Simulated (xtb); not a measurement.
# Ts calculation of C₃H₆OSi (part 2 of 2)

C₃H₆OSi, SMILES CC1=C[SiH2]O1; GFN2-xTB, ALPB solvent benzene (xtb 6.7.1). The geometry was optimised with GFN2-xTB/ALPB(benzene).

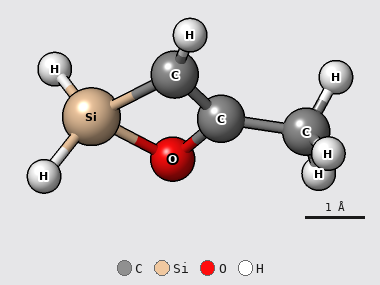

*The structure as given in the input (ball-and-stick view, seen at a tilt).*

**What the program printed, continued**
```
degenerate system :T 0.566298 0.566243
      -----------------------------------------------------------
     |                   =====================                   |
     |                        A N C O P T                        |
     |                   =====================                   |
     |               Approximate Normal Coordinate               |
     |                Rational Function Optimizer                |
      -----------------------------------------------------------
  2 # points, run   1 for k push/pull/alpha :   0.003  -0.005   1.200      prod-ed RMSD:   2.019
      -----------------------------------------------------------
     |                   =====================                   |
     |                        A N C O P T                        |
     |                   =====================                   |
     |               Approximate Normal Coordinate               |
     |                Rational Function Optimizer                |
      -----------------------------------------------------------
  2 # points, run   2 for k push/pull/alpha :   0.005  -0.007   1.200      prod-ed RMSD:   2.018
      -----------------------------------------------------------
     |                   =====================                   |
     |                        A N C O P T                        |
     |                   =====================                   |
     |               Approximate Normal Coordinate               |
     |                Rational Function Optimizer                |
      -----------------------------------------------------------
  2 # points, run   3 for k push/pull/alpha :   0.007  -0.011   1.200      prod-ed RMSD:   2.018
      -----------------------------------------------------------
     |                   =====================                   |
     |                        A N C O P T                        |
     |                   =====================                   |
     |               Approximate Normal Coordinate               |
     |                Rational Function Optimizer                |
      -----------------------------------------------------------
  3 # points, run   4 for k push/pull/alpha :   0.010  -0.017   1.200      prod-ed RMSD:   2.016
      -----------------------------------------------------------
     |                   =====================                   |
     |                        A N C O P T                        |
     |                   =====================                   |
     |               Approximate Normal Coordinate               |
     |                Rational Function Optimizer                |
      -----------------------------------------------------------
  3 # points, run   5 for k push/pull/alpha :   0.015  -0.025   1.200      prod-ed RMSD:   2.014
      -----------------------------------------------------------
     |                   =====================                   |
     |                        A N C O P T                        |
     |                   =====================                   |
     |               Approximate Normal Coordinate               |
     |                Rational Function Optimizer                |
      -----------------------------------------------------------
 30 # points, run   6 for k push/pull/alpha :   0.023  -0.038   1.200      prod-ed RMSD:   0.003
      -----------------------------------------------------------
     |                   =====================                   |
     |                        A N C O P T                        |
     |                   =====================                   |
     |               Approximate Normal Coordinate               |
     |                Rational Function Optimizer                |
      -----------------------------------------------------------
  2 # points, run   1 for k push/pull/alpha :   0.003  -0.005   1.000      prod-ed RMSD:   2.018

 path trials (see xtbpath_*.xyz), energies in kcal/mol
run 1  barrier:   0.00  dE:   0.00  product-end path RMSD:   2.019
run 2  barrier:   0.00  dE:   0.00  product-end path RMSD:   2.018
run 3  barrier:   0.00  dE:   0.00  product-end path RMSD:   2.018
run 4  barrier:   0.01  dE:   0.01  product-end path RMSD:   2.016
run 5  barrier:   0.03  dE:   0.03  product-end path RMSD:   2.014
run 6  barrier:  21.67  dE:  -0.58  product-end path RMSD:   0.003
run 7  barrier:   0.00  dE:   0.00  product-end path RMSD:   2.018
path  6 taken with   30 points.
screening points ...
new # points : 25
start path on file xtbpath_0.xyz
refinement cycle   1
 optimizing points            2  ...
      -----------------------------------------------------------
     |                   =====================                   |
     |                        A N C O P T                        |
     |                   =====================                   |
     |               Approximate Normal Coordinate               |
     |                Rational Function Optimizer                |
      -----------------------------------------------------------
      -----------------------------------------------------------
     |                   =====================                   |
     |                        A N C O P T                        |
     |                   =====================                   |
     |               Approximate Normal Coordinate               |
     |                Rational Function Optimizer                |
      -----------------------------------------------------------
      -----------------------------------------------------------
     |                   =====================                   |
     |                        A N C O P T                        |
     |                   =====================                   |
     |               Approximate Normal Coordinate               |
     |                Rational Function Optimizer                |
      -----------------------------------------------------------
      -----------------------------------------------------------
     |                   =====================                   |
     |                        A N C O P T                        |
     |                   =====================                   |
     |               Approximate Normal Coordinate               |
     |                Rational Function Optimizer                |
      -----------------------------------------------------------
      -----------------------------------------------------------
     |                   =====================                   |
     |                        A N C O P T                        |
     |                   =====================                   |
     |               Approximate Normal Coordinate               |
     |                Rational Function Optimizer                |
      -----------------------------------------------------------
      -----------------------------------------------------------
     |                   =====================                   |
     |                        A N C O P T                        |
     |                   =====================                   |
     |               Approximate Normal Coordinate               |
     |                Rational Function Optimizer                |
      -----------------------------------------------------------
      -----------------------------------------------------------
     |                   =====================                   |
     |                        A N C O P T                        |
     |                   =====================                   |
     |               Approximate Normal Coordinate               |
     |                Rational Function Optimizer                |
      -----------------------------------------------------------
      -----------------------------------------------------------
     |                   =====================                   |
     |                        A N C O P T                        |
     |                   =====================                   |
     |               Approximate Normal Coordinate               |
     |                Rational Function Optimizer                |
      -----------------------------------------------------------
 optimizing points           10  ...
      -----------------------------------------------------------
     |                   =====================                   |
     |                        A N C O P T                        |
     |                   =====================                   |
     |               Approximate Normal Coordinate               |
     |                Rational Function Optimizer                |
      -----------------------------------------------------------
      -----------------------------------------------------------
     |                   =====================                   |
     |                        A N C O P T                        |
     |                   =====================                   |
     |               Approximate Normal Coordinate               |
     |                Rational Function Optimizer                |
      -----------------------------------------------------------
      -----------------------------------------------------------
     |                   =====================                   |
     |                        A N C O P T                        |
     |                   =====================                   |
     |               Approximate Normal Coordinate               |
     |                Rational Function Optimizer                |
      -----------------------------------------------------------
      -----------------------------------------------------------
     |                   =====================                   |
     |                        A N C O P T                        |
     |                   =====================                   |
     |               Approximate Normal Coordinate               |
     |                Rational Function Optimizer                |
      -----------------------------------------------------------
      -----------------------------------------------------------
     |                   =====================                   |
     |                        A N C O P T                        |
     |                   =====================                   |
     |               Approximate Normal Coordinate               |
     |                Rational Function Optimizer                |
      -----------------------------------------------------------
      -----------------------------------------------------------
     |                   =====================                   |
     |                        A N C O P T                        |
     |                   =====================                   |
     |               Approximate Normal Coordinate               |
     |                Rational Function Optimizer                |
      -----------------------------------------------------------
      -----------------------------------------------------------
     |                   =====================                   |
     |                        A N C O P T                        |
     |                   =====================                   |
     |               Approximate Normal Coordinate               |
     |                Rational Function Optimizer                |
      -----------------------------------------------------------
      -----------------------------------------------------------
     |                   =====================                   |
     |                        A N C O P T                        |
     |                   =====================                   |
     |               Approximate Normal Coordinate               |
     |                Rational Function Optimizer                |
      -----------------------------------------------------------
      -----------------------------------------------------------
     |                   =====================                   |
     |                        A N C O P T                        |
     |                   =====================                   |
     |               Approximate Normal Coordinate               |
     |                Rational Function Optimizer                |
      -----------------------------------------------------------
      -----------------------------------------------------------
     |                   =====================                   |
     |                        A N C O P T                        |
     |                   =====================                   |
     |               Approximate Normal Coordinate               |
     |                Rational Function Optimizer                |
      -----------------------------------------------------------
 optimizing points           20  ...
      -----------------------------------------------------------
     |                   =====================                   |
     |                        A N C O P T                        |
     |                   =====================                   |
     |               Approximate Normal Coordinate               |
     |                Rational Function Optimizer                |
      -----------------------------------------------------------
      -----------------------------------------------------------
     |                   =====================                   |
     |                        A N C O P T                        |
     |                   =====================                   |
     |               Approximate Normal Coordinate               |
     |                Rational Function Optimizer                |
      -----------------------------------------------------------
      -----------------------------------------------------------
     |                   =====================                   |
     |                        A N C O P T                        |
     |                   =====================                   |
     |               Approximate Normal Coordinate               |
     |                Rational Function Optimizer                |
      -----------------------------------------------------------
      -----------------------------------------------------------
     |                   =====================                   |
     |                        A N C O P T                        |
     |                   =====================                   |
     |               Approximate Normal Coordinate               |
     |                Rational Function Optimizer                |
      -----------------------------------------------------------
      -----------------------------------------------------------
     |                   =====================                   |
     |                        A N C O P T                        |
     |                   =====================                   |
     |               Approximate Normal Coordinate               |
     |                Rational Function Optimizer                |
      -----------------------------------------------------------

forward  barrier (kcal)  :     6.772
backward barrier (kcal)  :     7.350
reaction energy  (kcal)  :    -0.578
opt. pull strength       :     0.050
norm(g) at est. TS, point: 0.02971  11

terminated because max. # cycles reached
estimated TS on file xtbpath_ts.xyz
path data (pmode=approx. path mode):
point     drms     energy pmode ovlp pmode grad
   2     0.000     0.535     0.941   0.00063
   3     0.122     1.184     0.975   0.00067
   4     0.263     1.905     0.985   0.00074
   5     0.404     3.022     0.980   0.00118
   6     0.541     4.529     0.961   0.00158
   7     0.679     5.829     0.949   0.00146
   8     0.807     6.335     0.946   0.00055
   9     0.941     6.512     0.954   0.00018
  10     1.081     6.477     0.976  -0.00004
  11     1.211     6.772     0.935   0.00031
  12     1.348     6.428     0.883  -0.00037
  13     1.481     4.879     0.948  -0.00171
  14     1.612     3.539     0.959  -0.00151
  15     1.740     2.563     0.959  -0.00113
  16     1.865     2.064     0.959  -0.00061
  17     1.984     1.759     0.954  -0.00040
  18     2.094     1.469     0.935  -0.00041
  19     2.196     0.996     0.931  -0.00069
  20     2.295     0.567     0.824  -0.00062
  21     2.396     0.370     0.850  -0.00023
  22     2.522     0.451     0.847   0.00010
  23     2.643    -0.353     0.969  -0.00084
  24     2.782    -0.505     0.945  -0.00016
  25     2.923    -0.578     0.015  -0.00013

------------------------------------------------------------------------
------------------------------------------------------------------------
 total:
 *  cpu-time:     0 d,  0 h,  0 min,  1.237 sec
 * ratio c/w:     1.000 speedup
 SCF:
 *  cpu-time:     0 d,  0 h,  0 min,  0.005 sec
 * ratio c/w:     1.000 speedup
 path finder:
 *  cpu-time:     0 d,  0 h,  0 min,  1.226 sec
 * ratio c/w:     1.000 speedup
```

**Standard error**
```
normal termination of xtb
```

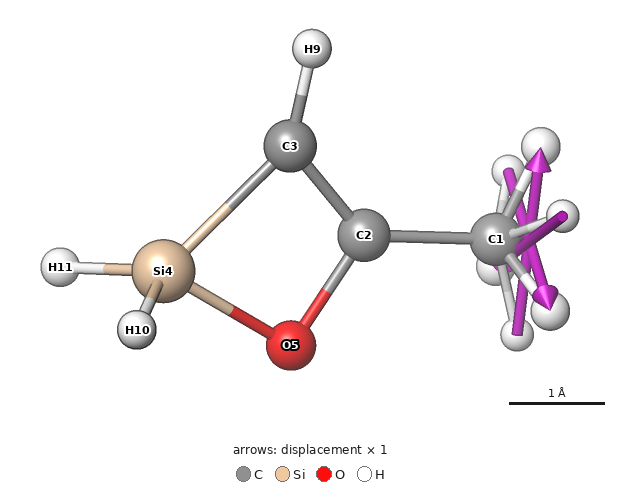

*Start (faint) and end (solid) with the displacements as pink arrows, at true length (ball-and-stick view, seen at a tilt). The two geometries are laid on each other by the best rigid fit.*

The atom that moves furthest after the best rigid fit is H7 (2.05 Å). By element the largest moves are H 2.05 Å, C 0.01 Å, O 0.01 Å. Si stays in place. (Atoms are counted from 1 in the order of the input.)

The run was set up as follows.

**The input (input.xyz)**
```
11
C3H6OSi
C     -1.66547     0.63222     0.15727
C     -0.28384     0.10221     0.04255
C      0.55399    -0.53707     0.87147
Si     1.77870    -0.53944    -0.55145
O      0.39072     0.25022    -1.16431
H     -1.71892     1.37930     0.94877
H     -1.96146     1.08603    -0.78546
H     -2.35879    -0.17177     0.40307
H      0.40103    -0.83411     1.88982
H      2.88176     0.40599    -0.52069
H      1.98227    -1.77356    -1.29105
```

**File product.xyz**
```
11

C     -1.664025     0.629224     0.162944
C     -0.285631     0.100772     0.048428
C      0.554365    -0.538071     0.873717
Si     1.775174    -0.537042    -0.553983
O      0.386316     0.251037    -1.161803
H     -2.305123     0.154211    -0.580031
H     -2.057059     0.440966     1.158697
H     -1.667127     1.701254    -0.035559
H      0.404993    -0.836525     1.892178
H      2.878639     0.408042    -0.523091
H      1.979486    -1.771348    -1.293238
```

**File xtb.inp**
```
$path
   nrun=1
   npoint=25
   anopt=10
   kpush=0.003
   kpull=-0.005
   ppull=0.05
   alp=1.2
$end
```

Launched with:
```bash
xtb input.xyz --path product.xyz --gfn 2 --chrg 0 --uhf 0 --alpb benzene --input xtb.inp > out.txt 2> xtb.err
```

**Key numbers**

```json
{"quantity": "outcome", "value": "converged"}
{"quantity": "electrons treated", "value": "28"}
{"quantity": "total energy", "value": "−15.265559 hartree"}
{"quantity": "dispersion energy", "value": "−0.006187 hartree"}
{"quantity": "solvation energy", "value": "−0.005084 hartree"}
{"quantity": "basis functions", "value": "32"}
{"quantity": "HOMO", "value": "−10.06 eV"}
{"quantity": "LUMO", "value": "−5.86 eV"}
{"quantity": "forward barrier", "value": "6.772 kcal/mol"}
{"quantity": "dipole moment", "value": "0.95 D"}
{"quantity": "hardware", "value": "1 thread of Intel Xeon (Granite Rapids), 64 GiB of memory available, shared host"}
{"quantity": "wall time", "value": "1.3 s"}
{"quantity": "peak memory", "value": "0.071 GiB"}
```
